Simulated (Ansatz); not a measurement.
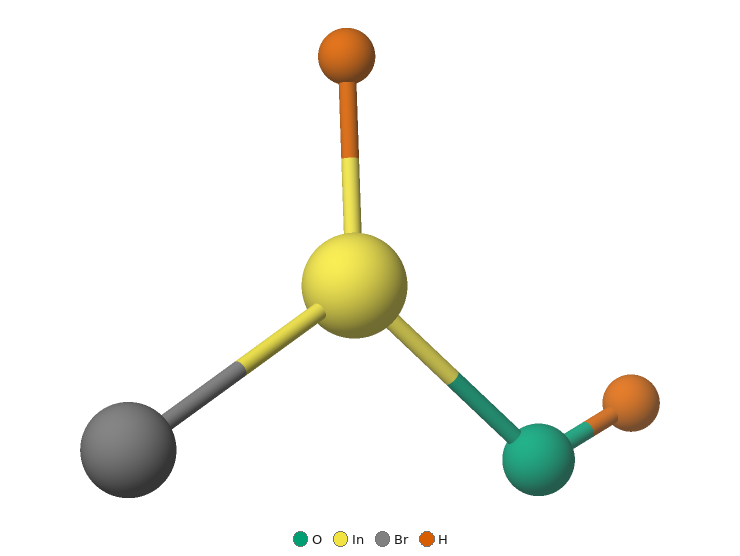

The picture shows a molecular structure as a ball-and-stick model. Every bond is drawn as one stick, whatever its order.

The computed structure is the end point of a PBE0-D4/def2-TZVP optimisation.

> Count the atoms of each element.

BrH2InO, 5 atoms: 1 bromine, 2 hydrogen, 1 indium and 1 oxygen.

> Write the SMILES.

[OH][InH][Br]

> How many atoms are distinct by symmetry?

5: 1 O, 1 In, 1 Br, 1 H, 1 H.

> How many bonds of each kind are drawn?

1 In–O, 1 Br–In, 1 O–H, 1 In–H.

> Give the symmetry (Schoenflies symbol).

Cs.

The parts below concern this one geometry. Atoms keep their numbers from picture to picture.

### Geometry

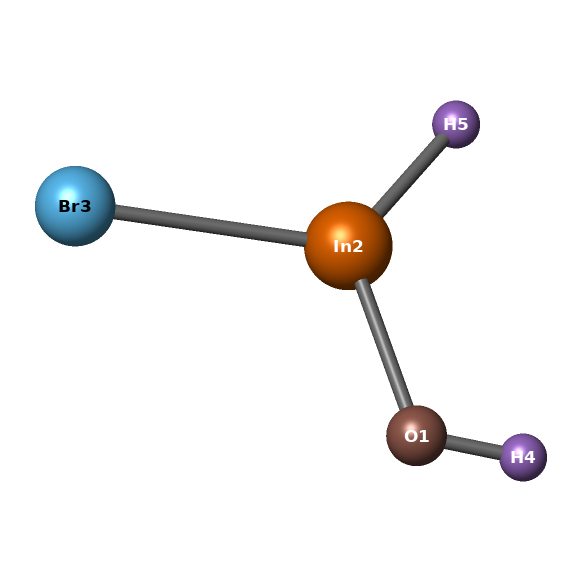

Numbered structure.

Give these bond angles: In2–O1–H4, O1–In2–Br3, O1–In2–H5, Br3–In2–H5.

| angle | degrees |
| --- | --- |
| In2–O1–H4 | 113.2 |
| O1–In2–Br3 | 109.4 |
| O1–In2–H5 | 127.1 |
| Br3–In2–H5 | 123.4 |

### Charges

The questions are on Mulliken charges. Method: RKS ωB97M-V/def2-TZVPP, core potentials on In (Ansatz 0.2.0).

Give the Mulliken charges atom by atom.

```json
{"atom": "O1", "value (e)": "−0.49"}
{"atom": "In2", "value (e)": "0.72"}
{"atom": "Br3", "value (e)": "−0.34"}
{"atom": "H4", "value (e)": "0.16"}
{"atom": "H5", "value (e)": "−0.05"}
```

### Levels of theory compared

Program: Ansatz 0.2.0.

Tabulate dipole (D) at these levels: B3LYP-D4/def2-TZVPP; PBE-D4/def2-TZVPP; PBE0-D4/def2-TZVP; r2SCAN-D4/def2-TZVPP; ωB97M-V/def2-TZVPP.

```tsv
level	dipole (D)
B3LYP-D4/def2-TZVPP	3.35
PBE-D4/def2-TZVPP	3.18
PBE0-D4/def2-TZVP	3.44
r2SCAN-D4/def2-TZVPP	3.35
ωB97M-V/def2-TZVPP	3.45
```

### Vibrations

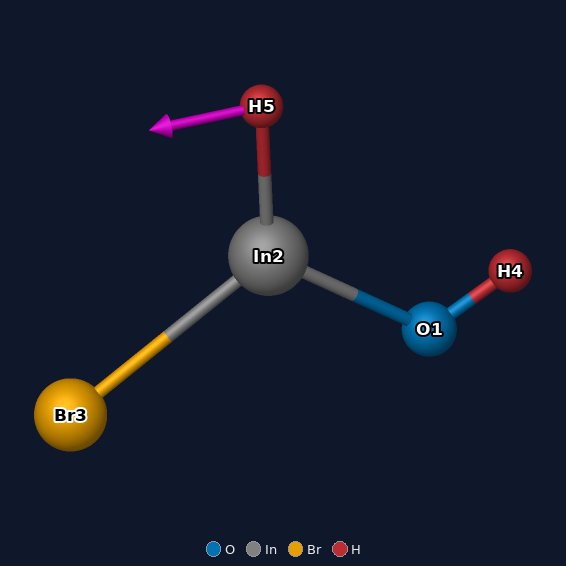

The arrows show one normal mode. Harmonic vibrations computed with RKS PBE0-D4/def2-TZVP, core potentials on In (Ansatz 0.2.0) at a stationary point of the same level.

> What kind of motion is it?

Mostly angle bending.

> At what wavenumber does it lie?

438 cm⁻¹; it is mode 5 of 9 counted from the lowest.

Mulliken values depend strongly on the basis set and can even reverse the polarity of a bond.
